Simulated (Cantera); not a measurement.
Charge: 1 mol SF6, 1.5 mol H2, 0.18 mol O2, at 11.0 Pa.

Method: chemical equilibrium by Gibbs-energy minimisation in Cantera with the NASA 1993 tables (ideal gas, pure condensed phases). Candidate condensed phases: H2O, H2SO4, S; 43 gas species. Rates play no part.

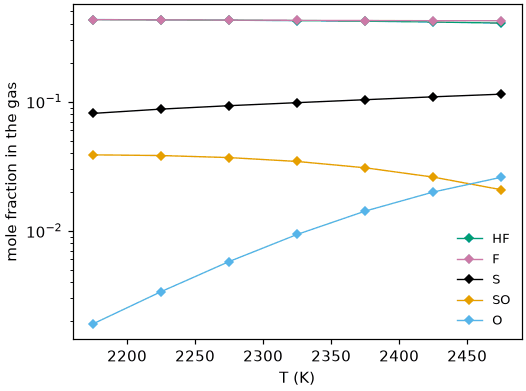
*Equilibrium gas composition (values under 1e-9 drawn at 1e-9)*

From 2175 K to 2475 K nothing is condensed.
